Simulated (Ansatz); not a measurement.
Run report: GeLiH$_{3}$O, geometry relaxation (part 1 of 2)

- system: GeLiH$_{3}$O
- method: RKS PBE0-D4/def2-TZVP (Ansatz 0.2.0)

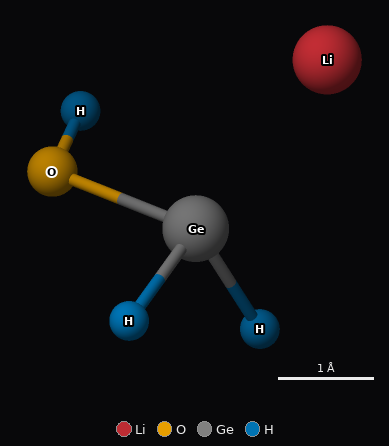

**Figure 1.** The starting structure (ball-and-stick view, seen at a tilt). Sticks mark near contacts. Bond lengths as drawn: Ge–H 1.58 to 1.59 Å, Ge–O 1.85 Å and H–O 0.97 Å.

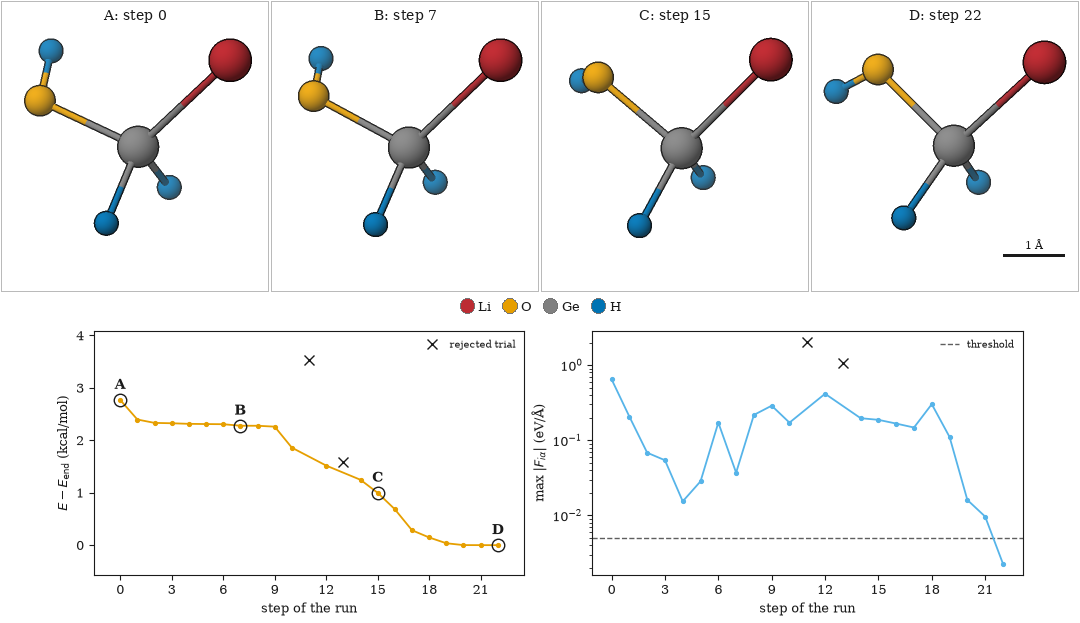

**Figure 2.** Frames of the relaxation (ball-and-stick view, seen at a tilt) above the curves, on which the letters mark them (the first geometry is step 0 here and step 1 in the log).

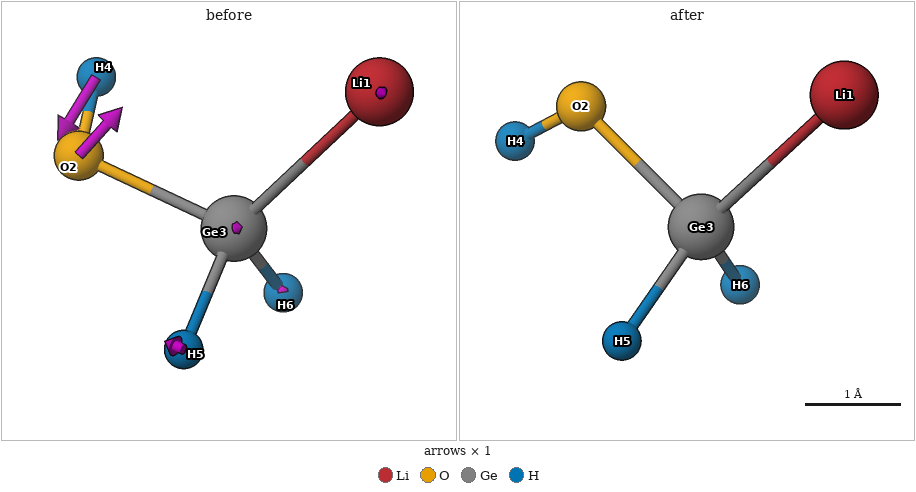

**Figure 3.** Before (left) and after (right) the relaxation, at one scale (ball-and-stick view, seen at a tilt). The pink arrows give the displacements, at true length. The atom that moves furthest after the best rigid fit is H4 (0.79 Å). Largest moves by element: H 0.79 Å, O 0.70 Å, Li 0.11 Å, Ge 0.11 Å. Among the contacts that change: Li1–Ge3 2.494 → 2.465 Å, Ge3–H6 1.589 → 1.572 Å, O2–Ge3 1.855 → 1.837 Å, O2–H4 0.974 → 0.959 Å. Among the angles that change: Li1–Ge3–O2 115.2° → 99.1°, Li1–Ge3–H5 114.3° → 123.4°, O2–Ge3–H5 98.6° → 104.3°. Over 22 geometry steps the energy falls by 2.77 kcal/mol. The largest force component goes from 0.65 to 0.0023 eV/Å. The line search rejected the trial steps at points 11, 13 (counted from 0) and went back. (Atoms are counted from 1 in the order of the input.)

The input and output of the run follow.

### Input
```yaml
crystal:
  periodic: [false, false, false]
  atoms:
    - {symbol: Li, position_ang: [0.585638, -2.651547, 0.685345]}
    - {symbol: O, position_ang: [-0.559059, 0.367609, -1.096102]}
    - {symbol: Ge, position_ang: [0.385432, -0.182187, 0.402469]}
    - {symbol: H, position_ang: [-1.444231, -0.035708, -1.044687]}
    - {symbol: H, position_ang: [1.750059, 0.548869, 0.103279]}
    - {symbol: H, position_ang: [-0.154606, 0.712916, 1.599722]}
basis:
  gaussian: {orbitals: def2-TZVP}
hamiltonian: {xc: pbe0, dispersion: d4}
relax: {f_tol: 0.005, max_steps: 200}
```

Command:
```bash
ansatz run in.yaml --threads 2 --pin off --events-out ev --progress --plain --max-ram 4352MiB
```

### What the program printed
```
Functional definition: PBE0
  name "PBE0"
  cite "Adamo & Barone, J. Chem. Phys. 110, 6158 (1999) doi:10.1063/1.478522"
  cite "Perdew, Burke & Ernzerhof, Phys. Rev. Lett. 77, 3865 (1996) doi:10.1103/PhysRevLett.77.3865"
  parent pbe
  parameter a = 0.25
  parameter kappa = 0.804
  parameter beta = 0.06672455060314922
  exchange = (1 - a)*pbe_x(kappa = kappa, mu = beta*pi^2/3) + a*exact_x
  correlation = pbe_c(beta = beta)
813 factors; their error is unknown
mean field evaluation 1: about -58804.2383 eV, gradient 5.6e1 eV
mean field evaluation 2: about -58722.4698 eV, gradient 1.6e2 eV
mean field evaluation 4: about -58809.6199 eV, gradient 8.1e0 eV
mean field evaluation 8: about -58809.7014 eV, gradient 1.4e-1 eV
mean field evaluation 16: about -58809.9770 eV, gradient 5.8e-5 eV
mean field -58809.97699303 eV, -2161.2267916596 hartree, gradient 1.9e-5 eV, S^2 0.000000; 0 other end points of the search recorded, 0 dependent functions left out
the calculation of the forces begins
reference -58809.97703557 eV, -2161.2267932231 hartree; 23, 23 occupied and 88, 88 virtual orbitals, 813 factors
relax step   1: F+E_penalty+E_count = -58810.04275568 eV  Δ(F+E_penalty+E_count) = +0.000e0 eV  max|allowed force component| = 6.476e-1 eV/Å  Δτ_max = 0.0000 Å  (28 SCF iters, accepted)
these checks for a lower state are left out or cut short: starts, cluster_reference, orbital_swaps, neighbouring_geometries, increment
813 factors; their error is unknown
mean field -58809.99316819 eV, -2161.2273860860 hartree, gradient 9.8e-6 eV, S^2 0.000000; 0 other end points of the search recorded, 0 dependent functions left out
[... from here on the field's lines of each further geometry are left out, up to the last ...]
relax step   2: F+E_penalty+E_count = -58810.05893425 eV  Δ(F+E_penalty+E_count) = -1.618e-2 eV  max|allowed force component| = 2.064e-1 eV/Å  Δτ_max = 0.0385 Å  (30 SCF iters, accepted)
relax step   3: F+E_penalty+E_count = -58810.06173119 eV  Δ(F+E_penalty+E_count) = -2.797e-3 eV  max|allowed force component| = 6.837e-2 eV/Å  Δτ_max = 0.0248 Å  (30 SCF iters, accepted)
relax step   4: F+E_penalty+E_count = -58810.06202943 eV  Δ(F+E_penalty+E_count) = -2.982e-4 eV  max|allowed force component| = 5.429e-2 eV/Å  Δτ_max = 0.0215 Å  (30 SCF iters, accepted)
relax step   5: F+E_penalty+E_count = -58810.06251198 eV  Δ(F+E_penalty+E_count) = -4.826e-4 eV  max|allowed force component| = 1.541e-2 eV/Å  Δτ_max = 0.0145 Å  (30 SCF iters, accepted)
relax step   6: F+E_penalty+E_count = -58810.06269352 eV  Δ(F+E_penalty+E_count) = -1.815e-4 eV  max|allowed force component| = 2.847e-2 eV/Å  Δτ_max = 0.0151 Å  (30 SCF iters, accepted)
relax step   7: F+E_penalty+E_count = -58810.06281502 eV  Δ(F+E_penalty+E_count) = -1.215e-4 eV  max|allowed force component| = 1.720e-1 eV/Å  Δτ_max = 0.0391 Å  (29 SCF iters, accepted)
relax step   8: F+E_penalty+E_count = -58810.06407491 eV  Δ(F+E_penalty+E_count) = -1.260e-3 eV  max|allowed force component| = 3.708e-2 eV/Å  Δτ_max = 0.0915 Å  (30 SCF iters, accepted)
relax step   9: F+E_penalty+E_count = -58810.06410594 eV  Δ(F+E_penalty+E_count) = -3.102e-5 eV  max|allowed force component| = 2.175e-1 eV/Å  Δτ_max = 0.0352 Å  (31 SCF iters, accepted)
relax step  10: F+E_penalty+E_count = -58810.06483428 eV  Δ(F+E_penalty+E_count) = -7.283e-4 eV  max|allowed force component| = 2.888e-1 eV/Å  Δτ_max = 0.0388 Å  (30 SCF iters, accepted)
relax step  11: F+E_penalty+E_count = -58810.08222220 eV  Δ(F+E_penalty+E_count) = -1.739e-2 eV  max|allowed force component| = 1.717e-1 eV/Å  Δτ_max = 0.2000 Å  (34 SCF iters, accepted)
relax step  12: F+E_penalty+E_count = -58810.01009187 eV  Δ(F+E_penalty+E_count) = +7.213e-2 eV  max|allowed force component| = 2.031e0 eV/Å  Δτ_max = 0.1946 Å  (35 SCF iters, rejected (line search))
relax step  13: F+E_penalty+E_count = -58810.09704840 eV  Δ(F+E_penalty+E_count) = -1.483e-2 eV  max|allowed force component| = 4.162e-1 eV/Å  Δτ_max = 0.0973 Å  (31 SCF iters, accepted)
relax step  14: F+E_penalty+E_count = -58810.09406983 eV  Δ(F+E_penalty+E_count) = +2.979e-3 eV  max|allowed force component| = 1.066e0 eV/Å  Δτ_max = 0.0975 Å  (29 SCF iters, rejected (line search))
relax step  15: F+E_penalty+E_count = -58810.10880728 eV  Δ(F+E_penalty+E_count) = -1.176e-2 eV  max|allowed force component| = 1.969e-1 eV/Å  Δτ_max = 0.0478 Å  (29 SCF iters, accepted)
relax step  16: F+E_penalty+E_count = -58810.11956672 eV  Δ(F+E_penalty+E_count) = -1.076e-2 eV  max|allowed force component| = 1.872e-1 eV/Å  Δτ_max = 0.0499 Å  (29 SCF iters, accepted)
relax step  17: F+E_penalty+E_count = -58810.13317361 eV  Δ(F+E_penalty+E_count) = -1.361e-2 eV  max|allowed force component| = 1.669e-1 eV/Å  Δτ_max = 0.0750 Å  (30 SCF iters, accepted)
relax step  18: F+E_penalty+E_count = -58810.15054443 eV  Δ(F+E_penalty+E_count) = -1.737e-2 eV  max|allowed force component| = 1.479e-1 eV/Å  Δτ_max = 0.1125 Å  (30 SCF iters, accepted)
relax step  19: F+E_penalty+E_count = -58810.15651275 eV  Δ(F+E_penalty+E_count) = -5.968e-3 eV  max|allowed force component| = 3.025e-1 eV/Å  Δτ_max = 0.1688 Å  (34 SCF iters, accepted)
relax step  20: F+E_penalty+E_count = -58810.16130700 eV  Δ(F+E_penalty+E_count) = -4.794e-3 eV  max|allowed force component| = 1.107e-1 eV/Å  Δτ_max = 0.0268 Å  (30 SCF iters, accepted)
relax step  21: F+E_penalty+E_count = -58810.16281883 eV  Δ(F+E_penalty+E_count) = -1.512e-3 eV  max|allowed force component| = 1.610e-2 eV/Å  Δτ_max = 0.0144 Å  (30 SCF iters, accepted)
relax step  22: F+E_penalty+E_count = -58810.16285154 eV  Δ(F+E_penalty+E_count) = -3.272e-5 eV  max|allowed force component| = 9.669e-3 eV/Å  Δτ_max = 0.0041 Å  (24 SCF iters, accepted)
the calculation of the forces begins
reference -58810.09629018 eV, -2161.2311757490 hartree; 23, 23 occupied and 88, 88 virtual orbitals, 813 factors
relax step  23: F+E_penalty+E_count = -58810.16288168 eV  Δ(F+E_penalty+E_count) = -3.014e-5 eV  max|allowed force component| = 2.287e-3 eV/Å  Δτ_max = 0.0089 Å  (31 SCF iters, accepted)
813 factors; their error is unknown
mean field evaluation 192: about -58810.0962 eV, gradient 2.5e-5 eV
mean field -58810.09624748 eV, -2161.2311741797 hartree, gradient 4.5e-5 eV, S^2 0.000000; 1 other end points of the search recorded, 0 dependent functions left out
the calculation of the forces begins
reference -58810.09629018 eV, -2161.2311757490 hartree; 23, 23 occupied and 88, 88 virtual orbitals, 813 factors
Total energy: -58810.16292439 eV, -2161.2336245110 hartree
Atom 0 at     0.730773    -2.704986     0.656766 Å, force     0.000187     0.000274     0.000259 eV/Å
Atom 1 at    -0.802893    -0.243742    -0.915604 Å, force    -0.001280     0.001770    -0.001220 eV/Å
Atom 2 at     0.410232    -0.268794     0.464157 Å, force    -0.000328    -0.000356    -0.000489 eV/Å
Atom 3 at    -1.057903     0.652875    -1.142262 Å, force     0.002174    -0.001890     0.002288 eV/Å
Atom 4 at     1.542803     0.718343     0.002063 Å, force    -0.000023     0.000152    -0.000702 eV/Å
Atom 5 at    -0.259778     0.606257     1.584906 Å, force    -0.000731     0.000051    -0.000136 eV/Å
Dipole moment:     0.299142    -1.308541     0.248143 e Å
```

### Trajectory as extended XYZ (Å, eV, eV/Å), 23 frames, from step=1 to step=23
```
6
Properties=species:S:1:pos:R:3:forces:R:3 step=1 energy=-58810.04276
Li    0.5856   -2.6515    0.6853   -0.0231   0.0197  -0.0161
O    -0.5591    0.3676   -1.0961   -0.5187  -0.4845   0.4835
Ge    0.3854   -0.1822    0.4025    0.0491   0.3368  -0.1599
H    -1.4442   -0.0357   -1.0447    0.6476   0.3494  -0.1087
H     1.7501    0.5489    0.1033   -0.1788  -0.0968   0.0365
H    -0.1546    0.7129    1.5997    0.0239  -0.1245  -0.2353
6
Properties=species:S:1:pos:R:3:forces:R:3 step=2 energy=-58810.05893
Li    0.5629   -2.6440    0.6649   -0.0023  -0.0202   0.0004
O    -0.5593    0.3565   -1.0698   -0.0909  -0.2064   0.1755
Ge    0.4076   -0.1776    0.4065   -0.0747   0.1540  -0.1119
H    -1.4314   -0.0487   -1.0228    0.1737   0.1235  -0.0549
H     1.7551    0.5575    0.1059   -0.0430  -0.0092   0.0025
H    -0.1716    0.7163    1.5654    0.0372  -0.0418  -0.0115
6
Properties=species:S:1:pos:R:3:forces:R:3 step=3 energy=-58810.06173
Li    0.5598   -2.6467    0.6629    0.0016   0.0014   0.0008
O    -0.5492    0.3344   -1.0746    0.0314  -0.0339   0.0684
Ge    0.4078   -0.1740    0.4080   -0.0017  -0.0159  -0.0528
H    -1.4322   -0.0334   -1.0173   -0.0326   0.0177  -0.0323
H     1.7461    0.5672    0.1041    0.0176   0.0123  -0.0048
H    -0.1691    0.7125    1.5669   -0.0164   0.0184   0.0207
6
Properties=species:S:1:pos:R:3:forces:R:3 step=4 energy=-58810.06203
Li    0.5664   -2.6520    0.6654    0.0006   0.0127   0.0015
O    -0.5486    0.3236   -1.0712    0.0541   0.0070   0.0029
Ge    0.4108   -0.1772    0.4119   -0.0543  -0.0121  -0.0358
H    -1.4427   -0.0180   -1.0279    0.0013  -0.0097   0.0373
H     1.7464    0.5690    0.1039    0.0025   0.0063  -0.0101
H    -0.1691    0.7147    1.5679   -0.0042  -0.0042   0.0041
```
